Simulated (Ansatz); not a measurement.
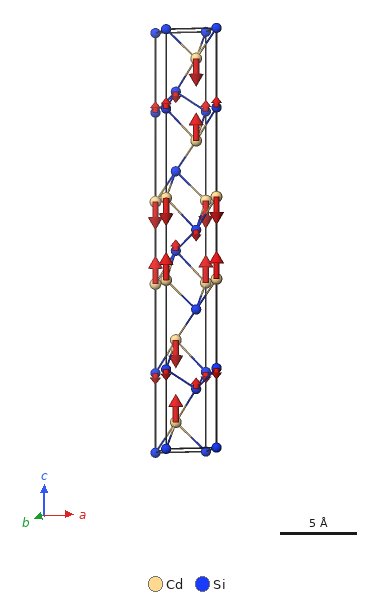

This is a relaxation of crystalline Cd₂Si₃ (built on the tetradymite_166 type). The starting structure is drawn; red arrows show the displacements (the part carried along by the change of the cell is left out), 50 times their true length.

A ball-and-stick model of the conventional cell (3 times the calculation's cell), seen from a free direction. Lengths and directions refer to the drawn axes.

Case: tetradymite type (R-3m, No. 166).

These are results of DFT PBE, scalar-relativistic, plane waves, PAW in Ansatz, not measurements. Set-up: plane-wave cutoff 420 eV; k-point mesh 12 × 12 × 12; occupations gaussian; smearing width 0.1 eV; no spin polarisation; cell and atoms relaxed; force threshold 0.01 eV/Å; at most 80 steps.

### Which element moves most?

Cadmium: up to 0.038 Å, against 0.015 Å for silicon.

### Describe the change and its energy.

The largest moves relative to the cell, 0.038 Å, are those of Cd atoms. Largest moves by element: Cd 0.038 Å, Si 0.015 Å. Cell: a = b 3.530 → 3.523 Å (−0.2 %), c 27.960 → 28.029 Å (+0.2 %). Volume −0.1 %. Near-neighbour distances that change, for instance: Cd–Si 2.803 → 2.829 Å, Si–Si 2.405 → 2.387 Å, Cd–Si 2.924 → 2.909 Å. The space group stays R-3m (No. 166). The energy falls by 2.1 meV per atom in 3 accepted moves (4 points after the start). The largest force component goes from 0.22 to 0.0083 eV/Å. Pressure: −0.20 GPa at the start and 0.01 GPa at the end. The SCF was repeated once at an unchanged geometry on a basis and grid sized afresh for the cell, which shifted the energy by less than 0.05 meV per atom at most. The run took 3.3 min on 1 thread of Arm Neoverse V1 (shared host), peak memory 0.68 GiB.
